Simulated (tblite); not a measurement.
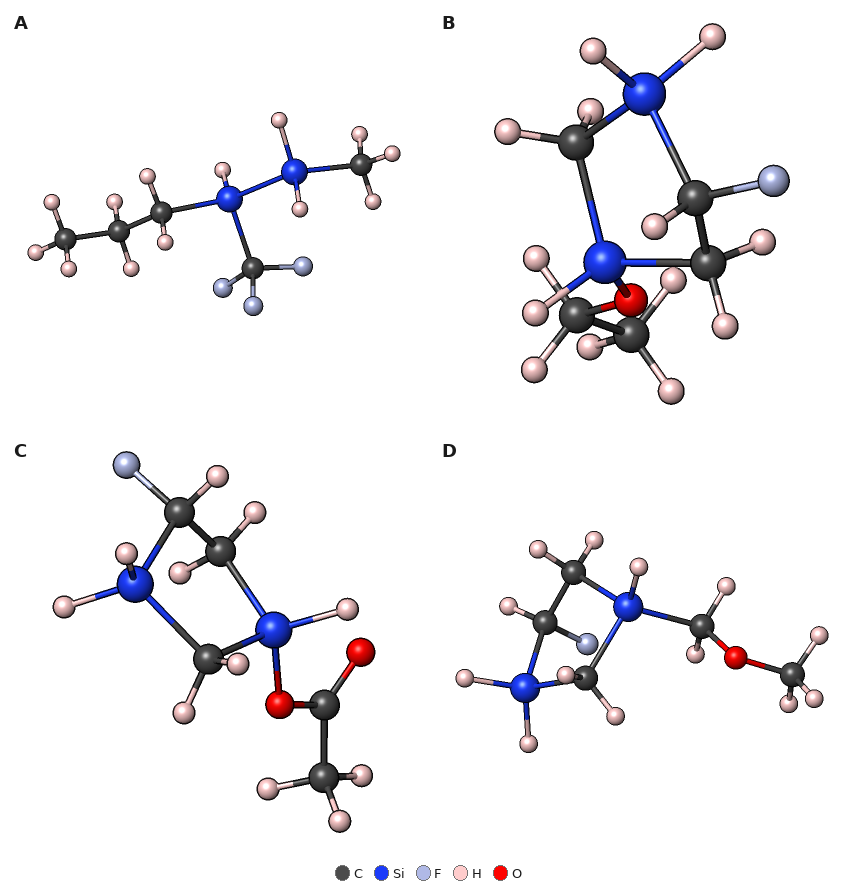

(Drawn from a calculation with tblite.)

**Which panel belongs to which SMILES?**
(1) COC[Si@@H]1C[SiH2][C@H](F)C1
(2) CCC[Si@@H]([SiH2]C)C(F)(F)F
(3) CC(=O)O[Si@@H]1C[SiH2][C@H](F)C1
(4) CCO[Si@@H]1C[SiH2][C@H](F)C1

A is (2), B is (4), C is (3), D is (1).
